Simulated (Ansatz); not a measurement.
Pressure series in hypothetical diamond Li

Base system: Li in the diamond structure (space group Fd-3m, No. 227; a = 5.895 Å; a hypothetical phase, not in the database extracts checked).

Cell and atoms are relaxed at each pressure.

Levels (all Ansatz, a program for electronic structure, PAW): PBE (420 eV, no spin-orbit coupling); PBEsol (420 eV, scalar-relativistic without spin-orbit coupling).

The base cell above is that of PBE; each level relaxes its own structures.

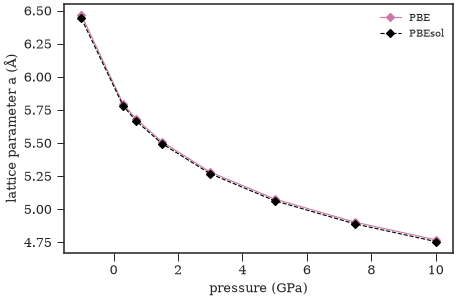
Figure: Lattice parameter a under two levels

How do the two levels compare along the series?

PBE lies above PBEsol in every row, by 0.013 Å to 0.026 Å. They put the cases in the same order.

Load acts through the strain it causes; cell and atoms are relaxed under it. Stability against distortions was not tested. Competing high-pressure phases were not computed.
